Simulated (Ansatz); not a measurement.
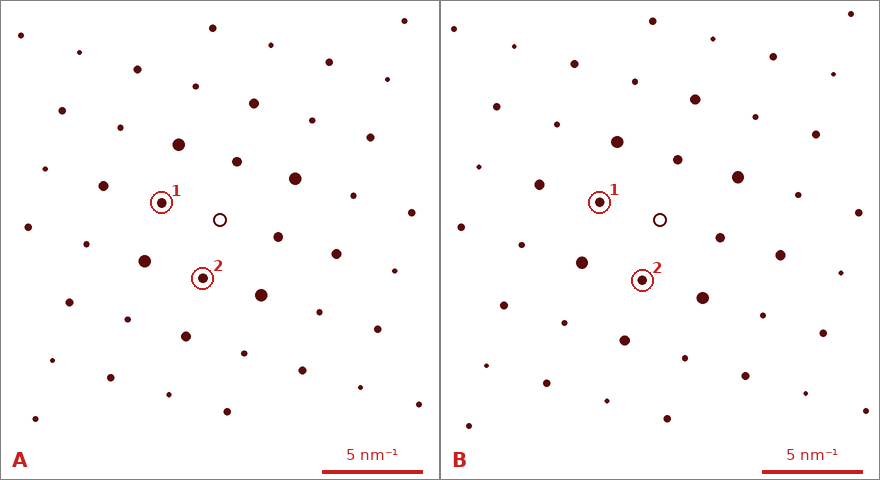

Kinematic electron diffraction patterns (120 kV, B = 0.5 Å², same scale) along [001] of the run's own cell, for the start and the end of one relaxation of Na2Al with DFT PBE, scalar-relativistic, plane waves, PAW in Ansatz 0.2.0. k mesh 8×8×6. The start is a generated model structure, and the relaxation ends in the nearest stationary point of its symmetry, not necessarily the ground state. Spot 1 is -1 -1 0 and spot 2 is 1 -1 0 in both.

Start structure:

```yaml
crystal:
  lattice:
    - [4.65152, 0.00000, 0.00000]
    - [0.00000, 4.65152, 0.00000]
    - [0.00000, 0.00000, 8.38688]
  atoms:
    - { symbol: Na, position: [0.00000, 0.00000, 0.00000] }
    - { symbol: Na, position: [0.50000, 0.50000, 0.00000] }
    - { symbol: Na, position: [0.00000, 0.50000, 0.35577] }
    - { symbol: Na, position: [0.50000, 0.00000, 0.64423] }
    - { symbol: Al, position: [0.00000, 0.50000, 0.73074] }
    - { symbol: Al, position: [0.50000, 0.00000, 0.26926] }
```

Q: Which pattern belongs to the start structure, and which to the relaxed one?

A: A is the start: its cell gives d(1) = 3.289 Å, d(2) = 3.289 Å and an angle of 90.0°. B is the relaxed structure, with d(1) = 3.173 Å (-3.5 %), d(2) = 3.173 Å (-3.5 %) and 90.0°.

Q: Summarise the relaxation behind the change.

A: The volume changed by -2.3 % to 29.54 Å³ an atom; with the mean shift removed, the atoms moved by up to 0.10 Å relative to the cell (Na most); the space group stayed P4/nmm (No. 129); the free energy fell by 6.7 meV an atom. Relaxed cell: a = 4.488 Å, b = 4.488 Å, c = 8.801 Å, α = 90.00°, β = 90.00°, γ = 90.00°.
